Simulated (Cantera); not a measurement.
Charge: 1 mol (CH₃)₂SiCl₂, 0.043 mol C₂H₂, 150 mol H₂, 1.2 mol C₂H₄, at 9.75 Torr.

Method: chemical equilibrium by Gibbs-energy minimisation in Cantera with the NASA 1993 tables (ideal gas, pure condensed phases). Candidate condensed phases: C, C₆H₆, C₇H₈, C₈H₁₈, Si, SiC; 109 gas species. The feed counts by its element totals alone. The tables' values for SiCl are old estimates; treat these amounts as uncertain. Gases not in the tables: Si₂H₆ and higher silanes. Equilibrium is a limit: real reactors are often held back by kinetics, nucleation or transport.

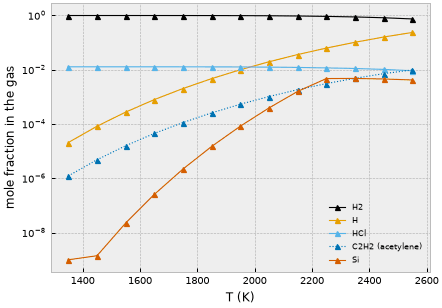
*Equilibrium gas composition (values under 1e-9 drawn at 1e-9)*

**Question.** Read off the mole fractions at 2450 K.

**Answer.** H₂ about 0.82, H about 0.16, HCl about 0.010, C₂H₂ (acetylene) about 0.0071, Si about 0.0045.
